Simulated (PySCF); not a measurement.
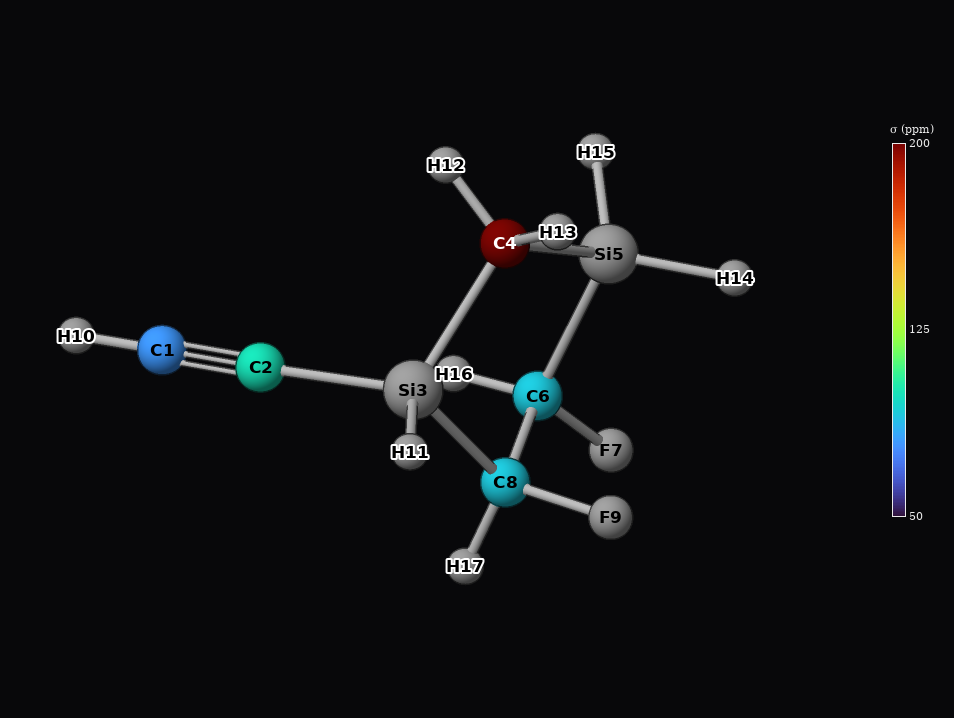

Atoms are coloured by their isotropic NMR shieldings (C only, the others grey). Computed geometry: GFN2-xTB optimisation. No frequency run is at hand to confirm it as a minimum. Method: GIAO PBE0/pcSseg-1 NMR shielding, non-relativistic, gas phase (PySCF 2.14.0).

List the isotropic NMR shieldings of the C atoms.

| atom | σ (ppm) |
| --- | --- |
| C1 | 79.4 |
| C2 | 99.5 |
| C4 | 199.1 |
| C6 | 91.3 |
| C8 | 91.0 |

The geometry is semi-empirical. Around Si such bond lengths and angles can be off by a tenth of an ångström or more and by several degrees, and values that hang on the shape move with them.
